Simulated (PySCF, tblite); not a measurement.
**C5H15BS: geometry, infrared bands and NMR shifts**

What infrared bands and NMR shifts should C5H15BS (`[BH3-][S@+](C)[C@H](C)CC`) show?

The runs use tblite 0.8.0 and PySCF 2.14.0, with density-fitted response routines of our own; the level of theory stands in each step. All values are computed, except where a source is named. Atoms are numbered from 0 throughout.

### 1 The molecule as given

22 atoms, charge 0, multiplicity 1; geometry from: force field or distance geometry start.

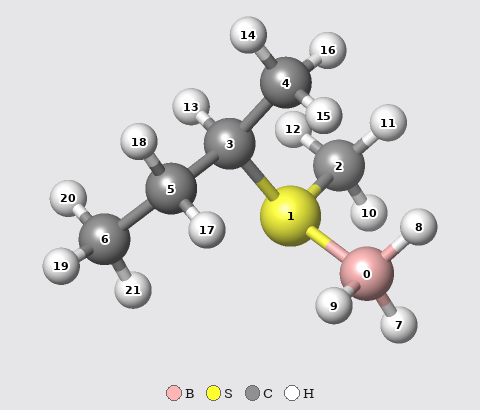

The starting geometry (boron pink, sulfur yellow, carbon grey, hydrogen white), atoms numbered.

### 2 Geometry optimisation with GFN2-xTB

Job settings and geometry (Å):

```
{"job": {"kind": "relax", "xc": "GFN2-xTB", "basis": "xTB"}, "charge": 0, "multiplicity": 1}
B     -1.485500     0.252700    -1.692100
S     -0.701400    -0.762900    -0.368200
C     -1.930100    -1.594000     0.616100
C      0.428100     0.170600     0.679900
C     -0.285800     1.372000     1.304800
C      1.675500     0.607300    -0.094400
C      2.543700    -0.571400    -0.537600
H     -2.114600    -0.451400    -2.407300
H     -2.219600     1.052800    -1.196200
H     -0.661100     0.815100    -2.320600
H     -2.525100    -2.276700    -0.038900
H     -2.626500    -0.844100     1.063500
H     -1.456600    -2.174700     1.428700
H      0.748700    -0.500200     1.521100
H      0.387200     1.904100     2.010700
H     -0.592000     2.092700     0.519000
H     -1.184900     1.051700     1.860900
H      1.386900     1.197900    -0.983100
H      2.304200     1.262900     0.563900
H      3.468400    -0.195100    -1.021100
H      2.835500    -1.181000     0.348200
H      1.994500    -1.208600    -1.258400
```

Launch:

```console
OMP_NUM_THREADS=1 python probes_run.py task.json out
```

The driver reads the jobs from task.json and runs them one after another.

Output:

```text
step      E/eV     max force
  0    -620.86016    2.917
  1    -621.14406    1.777
  2    -621.27059    0.589
  3    -621.29588    0.492
  4    -621.31431    0.295
  5    -621.31999    0.273
  6    -621.32654    0.280
  7    -621.33382    0.281
  8    -621.34408    0.377
  9    -621.35503    0.296
 10    -621.36473    0.264
 11    -621.37205    0.257
 12    -621.37766    0.223
 13    -621.38162    0.167
 14    -621.38414    0.121
 15    -621.38597    0.116
 16    -621.38788    0.143
 17    -621.39004    0.149
 18    -621.39209    0.089
 19    -621.39362    0.083
 20    -621.39476    0.075
 21    -621.39587    0.085
 22    -621.39711    0.090
 23    -621.39838    0.089
 24    -621.39959    0.086
 25    -621.40072    0.088
 26    -621.40178    0.080
 27    -621.40265    0.067
 28    -621.40322    0.059
 29    -621.40354    0.037
 30    -621.40378    0.035
 31    -621.40401    0.044
 32    -621.40424    0.053
 33    -621.40442    0.040
 34    -621.40457    0.027
 35    -621.40473    0.031
 36    -621.40492    0.043
 37    -621.40514    0.048
 38    -621.40538    0.033
 39    -621.40564    0.034
 40    -621.40593    0.038
 41    -621.40623    0.053
 42    -621.40647    0.041
 43    -621.40664    0.029
 44    -621.40679    0.026
 45    -621.40693    0.033
 46    -621.40708    0.036
 47    -621.40720    0.026
 48    -621.40729    0.022
 49    -621.40736    0.018
 50    -621.40742    0.020
 51    -621.40748    0.020
 52    -621.40756    0.022
 53    -621.40765    0.024
 54    -621.40775    0.025
 55    -621.40785    0.029
 56    -621.40799    0.034
 57    -621.40813    0.028
 58    -621.40824    0.023
 59    -621.40831    0.015
 60    -621.40836    0.017
 61    -621.40842    0.022
 62    -621.40850    0.027
 63    -621.40858    0.021
 64    -621.40864    0.018
 65    -621.40870    0.021
 66    -621.40876    0.023
 67    -621.40881    0.023
 68    -621.40886    0.014
 69    -621.40889    0.013
 70    -621.40891    0.011
 71    -621.40893    0.012
 72    -621.40895    0.009
```

Run time: 1.1 s. Hardware: 1 thread of Intel Xeon at 2.50GHz, shared host; peak memory 0.18 GiB.

Step by step: (not every step is listed)

```csv
step,energy from step 0 (eV),largest force (eV/Å)
0,0.0000,2.9168
1,-0.2839,1.7772
2,-0.4104,0.5885
3,-0.4357,0.4922
4,-0.4542,0.2954
5,-0.4598,0.2728
6,-0.4664,0.2803
7,-0.4737,0.2811
8,-0.4839,0.3773
13,-0.5215,0.1667
18,-0.5319,0.0893
23,-0.5382,0.0886
28,-0.5431,0.0593
33,-0.5443,0.0405
38,-0.5452,0.0328
43,-0.5465,0.0286
48,-0.5471,0.0217
53,-0.5475,0.0244
58,-0.5481,0.0228
63,-0.5484,0.0206
67,-0.5487,0.0231
68,-0.5487,0.0137
69,-0.5487,0.0126
70,-0.5488,0.0110
71,-0.5488,0.0119
72,-0.5488,0.0088
```

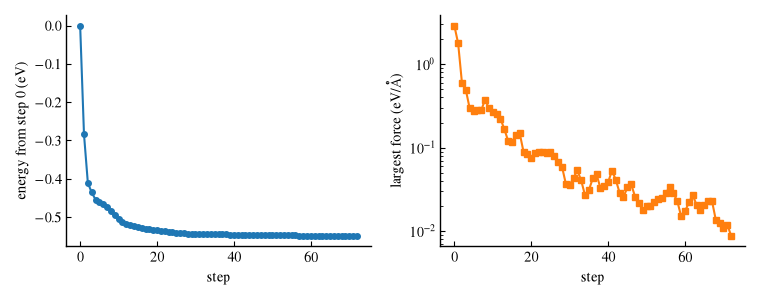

Energy and force, step by step.

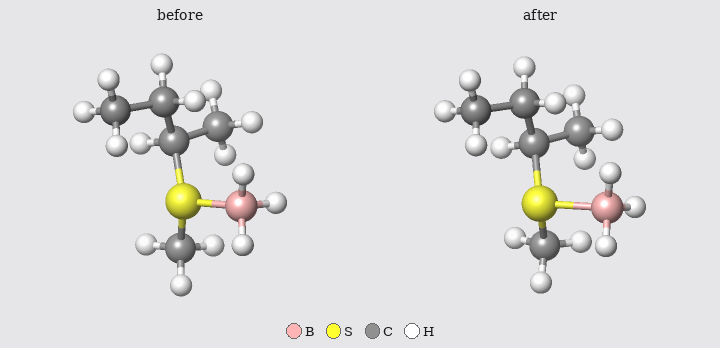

The geometry before (left) and after (right).

Distances of close pairs at the start and the end, largest changes first:

```
  bond  before (Å)  after (Å)  change (Å)
 B0–S1       1.844      1.974      +0.130
 S1–C3       1.802      1.862      +0.061
 S1–C2       1.780      1.818      +0.038
C2–H10       1.118      1.085      -0.032
C2–H11       1.117      1.085      -0.032
C5–H18       1.122      1.093      -0.029
C3–H13       1.123      1.094      -0.028
C6–H20       1.114      1.088      -0.026
```

The next job starts from the end point, and lists it.

### 3 Infrared spectrum with GFN2-xTB

Job settings and geometry (Å):

```
{"job": {"kind": "ir", "xc": "GFN2-xTB", "basis": "xTB"}, "charge": 0, "multiplicity": 1}
B     -1.572254     0.328684    -1.681084
S     -0.576261    -0.906346    -0.507197
C     -1.891655    -1.477068     0.610726
C      0.443180     0.116297     0.668942
C     -0.329460     1.286260     1.246972
C      1.690919     0.578455    -0.078409
C      2.586604    -0.577368    -0.505511
H     -2.136589    -0.422244    -2.406646
H     -2.295317     0.952554    -0.975655
H     -0.735618     0.968116    -2.227449
H     -2.436744    -2.245703     0.072329
H     -2.561877    -0.657360     0.847104
H     -1.447705    -1.897373     1.507756
H      0.724879    -0.585193     1.459994
H      0.318731     1.858876     1.908482
H     -0.673798     1.939232     0.449405
H     -1.188056     0.952997     1.825244
H      1.384519     1.150552    -0.955917
H      2.252366     1.249520     0.576798
H      3.481537    -0.198566    -0.992421
H      2.888410    -1.167260     0.357507
H      2.063776    -1.227675    -1.201819
```

Output:

```text
mode    cm-1     km/mol
  1      28.1      4.13
  2      88.3      0.02
  3     132.2      0.48
  4     143.8      2.08
  5     177.6      1.58
  6     189.7      0.20
  7     214.1      1.55
  8     226.2      1.73
  9     239.3      1.45
 10     255.9      1.40
 11     331.4      0.32
 12     377.1      1.07
 13     440.0      2.67
 14     463.2      0.41
 15     610.7      4.86
 16     724.5     21.33
 17     809.3      6.63
 18     825.4     14.64
 19     829.0      8.13
 20     890.0      0.36
 21     938.2      8.37
 22     942.7      6.14
 23     985.2      6.88
 24    1021.6     14.06
 25    1075.3      0.90
 26    1081.6     12.58
 27    1097.8    271.71
 28    1127.6      0.64
 29    1164.3      6.46
 30    1219.9     20.67
 31    1230.9     31.62
 32    1241.3     35.20
 33    1265.1     11.88
 34    1281.9      3.75
 35    1309.5      0.28
 36    1349.3      0.20
 37    1407.3      7.08
 38    1415.9      7.57
 39    1434.3      3.83
 40    1449.4      8.73
 41    1477.4      0.58
 42    1489.0     10.10
 43    1497.3      2.24
 44    1498.5      5.33
 45    1500.3      2.73
 46    2477.9    191.53
 47    2494.2    191.11
 48    2502.2    131.01
 49    2930.8     22.64
 50    2964.2     31.90
 51    2992.9      9.33
 52    3020.2     33.50
 53    3031.8     35.60
 54    3037.3      2.31
 55    3040.4     22.94
 56    3045.4     41.19
 57    3050.1      4.44
 58    3051.1     22.44
 59    3054.9      6.67
 60    3061.7      2.72
```

Run time: 2.1 s. Hardware: 1 thread of Intel Xeon at 2.50GHz, shared host; peak memory 0.18 GiB.

The strongest bands and the atoms that carry them (share of the mass-weighted mode):

```csv
cm⁻¹,km/mol,atoms
1098,271.7,"H8 31 %, H9 26 %, H7 26 %, B0 11 %"
1241,35.2,"H7 52 %, H8 20 %, H9 20 %"
2478,191.5,H8 89 %
2494,191.1,"H9 52 %, H7 38 %"
2502,131.0,"H7 53 %, H9 41 %"
3020,33.5,H14 86 %
3032,35.6,H20 89 %
3045,41.2,H19 82 %
```

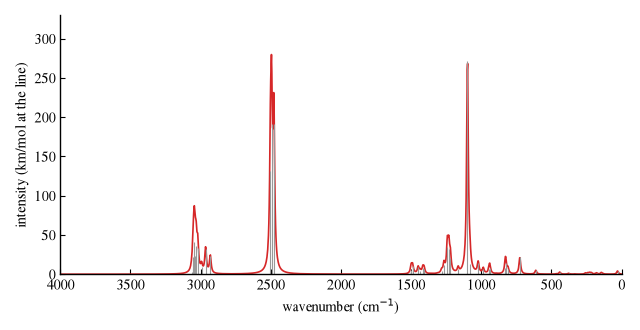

The infrared spectrum from these modes, unscaled. Lines are broadened to a width of 14 cm⁻¹ (Lorentzian).

### 4 NMR shieldings: PBE0/pcSseg-1

Same as in step 3 but for these lines:

```diff
@@ -1,2 +1,2 @@
-{"job": {"kind": "ir", "xc": "GFN2-xTB", "basis": "xTB"}, "charge": 0, "multiplicity": 1}
+{"job": {"kind": "nmr", "xc": "PBE0", "basis": "pcSseg-1"}, "charge": 0, "multiplicity": 1}
 B     -1.572254     0.328684    -1.681084
```

With the program's defaults for keys left out, this is: GIAO PBE0/pcSseg-1 NMR shielding, non-relativistic, gas phase.

Output:

```text
coarse grid: 17440 points
cycle   1  E = -621.9966832612  dE =  4.072e-01  |g| = 4.832e-01  |ddm| = 3.873e+00
cycle   2  E = -621.9981295706  dE = -1.446e-03  |g| = 4.947e-01  |ddm| = 1.042e+00
cycle   3  E = -622.0688058452  dE = -7.068e-02  |g| = 3.633e-02  |ddm| = 5.231e-01
cycle   4  E = -622.0691054061  dE = -2.996e-04  |g| = 1.434e-02  |ddm| = 6.180e-02
cycle   5  E = -622.0691576703  dE = -5.226e-05  |g| = 4.044e-03  |ddm| = 2.022e-02
cycle   6  E = -622.0691616795  dE = -4.009e-06  |g| = 8.651e-04  |ddm| = 5.013e-03
final grid: 159576 points
cycle   7  E = -622.1154391600  dE = -6.478e-05  |g| = 1.131e-02  |ddm| = 3.757e-02
cycle   8  E = -622.1154272865  dE =  1.187e-05  |g| = 1.331e-02  |ddm| = 2.008e-02
cycle   9  E = -622.1154722362  dE = -4.495e-05  |g| = 1.125e-03  |ddm| = 1.172e-02
cycle  10  E = -622.1154725742  dE = -3.380e-07  |g| = 2.667e-04  |ddm| = 1.455e-03
cycle  11  E = -622.1154725913  dE = -1.710e-08  |g| = 7.797e-05  |ddm| = 3.043e-04
cycle  12  E = -622.1154725928  dE = -1.510e-09  |g| = 2.379e-05  |ddm| = 1.155e-04
cycle  13  E = -622.1154725929  dE = -1.439e-10  |g| = 4.710e-06  |ddm| = 3.000e-05
converged SCF energy = -622.1154725929

GIAO shielding tensors (ppm)
atom      isotropic    diamagn.    paramagn.     s11        s22        s33       span
  0 B      132.506     192.379     -59.873    113.208    128.643    155.667     42.459
  1 S      486.351    1059.807    -573.456    354.582    459.686    644.785    290.203
  2 C      157.660     253.757     -96.097    133.675    149.700    189.604     55.929
  3 C      128.796     255.236    -126.440    105.460    132.549    148.379     42.920
  4 C      170.211     249.285     -79.074    157.950    166.109    186.576     28.626
  5 C      156.700     249.209     -92.509    138.632    156.085    175.383     36.752
  6 C      172.020     247.318     -75.298    158.651    171.075    186.333     27.682
  7 H       29.943      31.073      -1.130     26.487     27.751     35.592      9.105
  8 H       30.378      32.137      -1.760     26.944     28.817     35.372      8.428
  9 H       30.058      31.328      -1.269     26.098     28.338     35.739      9.641
 10 H       29.294      29.898      -0.604     24.410     26.064     37.408     12.998
 11 H       29.443      31.885      -2.442     25.253     28.088     34.986      9.733
 12 H       30.011      31.862      -1.851     24.854     27.149     38.030     13.176
 13 H       29.434      35.846      -6.413     27.155     27.268     33.877      6.722
 14 H       30.767      31.043      -0.276     25.803     28.433     38.065     12.261
 15 H       29.751      31.561      -1.810     25.182     29.493     34.578      9.396
 16 H       30.550      32.250      -1.700     24.732     30.035     36.881     12.149
 17 H       29.882      32.529      -2.647     25.727     29.990     33.930      8.203
 18 H       30.273      31.902      -1.630     24.194     30.066     36.557     12.363
 19 H       30.585      27.957       2.628     25.684     27.381     38.688     13.004
 20 H       31.055      30.133       0.922     26.769     28.862     37.536     10.767
 21 H       30.223      30.896      -0.673     24.360     31.724     34.585     10.224
```

Run time: 87 s. Hardware: 1 thread of Intel Xeon at 2.50GHz, shared host; peak memory 0.9 GiB.

Shifts follow as δ = σ(reference) − σ, with reference shieldings (ppm) from runs at the same level and on the same kind of geometry: 1H TMS 31.72, 13C TMS 186.9, 11B BF3·OEt2 100.1, 33S CS2 504. The references are single molecules in the gas phase. Atoms listed in one row are averaged.

| atoms | environment | σ (ppm) | δ (ppm) | δ scaled to CDCl3 |
| --- | --- | --- | --- | --- |
| C3 | sp3 CH bonded to S | 128.8 | 58.1 | 50.4 |
| C5 | sp3 CH2 | 156.7 | 30.2 | 27.6 |
| C2 | methyl carbon bonded to S | 157.7 | 29.3 | 22.2 |
| C4 | methyl carbon | 170.2 | 16.7 | 14.4 |
| C6 | methyl carbon | 172.0 | 14.9 | 12.6 |
| H13 | hydrogen on an sp3 CH bonded to S | 29.43 | 2.28 | 2.26 |
| H10, H11, H12 | hydrogen on a methyl carbon bonded to S | 29.58 | 2.13 | 2.12 |
| H17 | hydrogen on an sp3 CH2 | 29.88 | 1.83 | 1.83 |
| H7, H8, H9 | hydrogen on a boron bonded to S | 30.13 | 1.59 | – |
| H18 | hydrogen on an sp3 CH2 | 30.27 | 1.44 | 1.47 |
| H14, H15, H16 | hydrogen on a methyl carbon | 30.36 | 1.36 | 1.39 |
| H19, H20, H21 | hydrogen on a methyl carbon | 30.62 | 1.10 | 1.14 |
| B0 | boron bonded to S, 3 H | 132.5 | -32.4 | – |
| S1 | sulfur bonded to 2 C, B | 486 | 17 | – |

The scaled column applies a straight-line fit of computed shieldings to shifts measured in CDCl3, with any fitted terms for Cl, Br or S neighbours (root-mean-square error 0.16 ppm for H, 1.9 ppm for C).

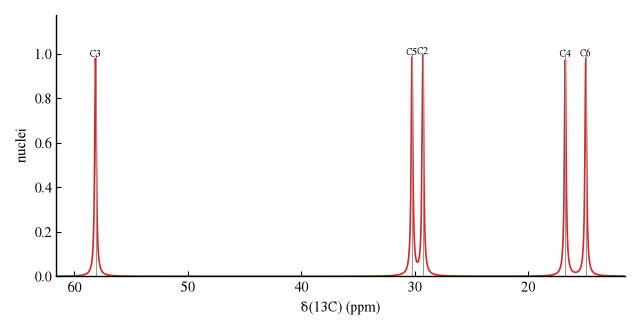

13C lines at the computed shifts, without couplings. Lines are broadened to a width of 0.17 ppm (Lorentzian).

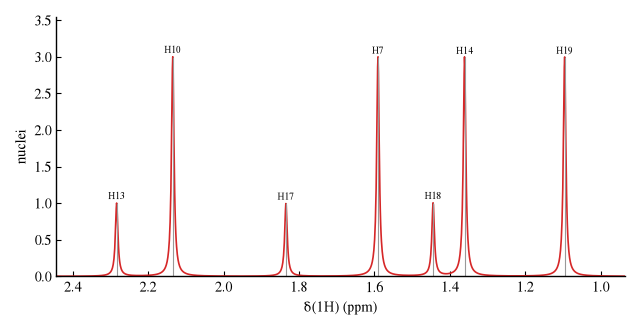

1H lines at the computed shifts, without couplings. Lines are broadened to a width of 0.01 ppm (Lorentzian).

The run also stored atomic charges by several schemes (e):

```csv
atoms,Mulliken,IAO,Hirshfeld,ESP fit
B0,-0.20,-0.54,-0.13,-0.16
S1,0.07,0.50,0.25,0.12
C2,-0.35,-0.51,-0.10,-0.71
C3,-0.44,-0.17,0.00,0.15
C4,-0.19,-0.42,-0.12,-0.56
C5,-0.23,-0.25,-0.07,-0.07
C6,-0.26,-0.42,-0.12,-0.22
```

Mulliken charges:

B0 -0.20; S1 0.07; C2 -0.35; C3 -0.44; C4 -0.19; C5 -0.23; C6 -0.26; H7 -0.01; H8 -0.06; H9 -0.02; H10 0.17; H11 0.17; H12 0.15; H13 0.15; H14 0.12; H15 0.16; H16 0.12; H17 0.15; H18 0.13; H19 0.12; H20 0.11; H21 0.14

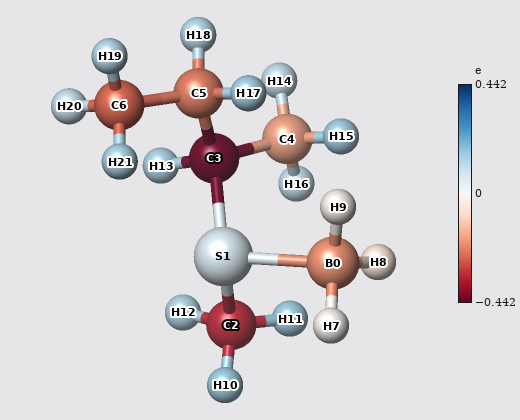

Mulliken charges, as colours on the atoms.

Mayer bond orders: B0–S1 0.63, S1–C2 0.97, S1–C3 0.92, C3–C4 1.02, C3–C5 1.00, C5–C6 1.06.

### 5 Summary of results

```
                                                              quantity                                         value
                             strongest single infrared mode (GFN2-xTB)                         1098 cm⁻¹, 272 km/mol
                                          zero-point energy (GFN2-xTB)                                119.0 kcal/mol
                                13C shifts against TMS (PBE0/pcSseg-1)              58.1, 30.2, 29.3, 16.7, 14.9 ppm
1H shifts against TMS (PBE0/pcSseg-1, means over atoms taken as alike)  2.28, 2.13, 1.83, 1.59, 1.44, 1.36, 1.10 ppm
                           11B shifts against BF3·OEt2 (PBE0/pcSseg-1)                                     -32.4 ppm
                                33S shifts against CS2 (PBE0/pcSseg-1)                                        17 ppm
```

**Reading.** Relaxing lowered the energy by 0.549 eV in 72 steps; the close pair that moved most is B0–S1, from 1.844 to 1.974 Å. No mode is imaginary among the 60: a minimum at this level. The strongest single mode, at 1098 cm⁻¹, moves mainly H8, H9 and H7. GFN2-xTB is a fitted tight-binding method: band positions and strengths are rough. Its intensities can rank the bands wrongly. At PBE0/pcSseg-1: The widest tensor belongs to S1: span 290 ppm, with a paramagnetic part of -573 ppm.
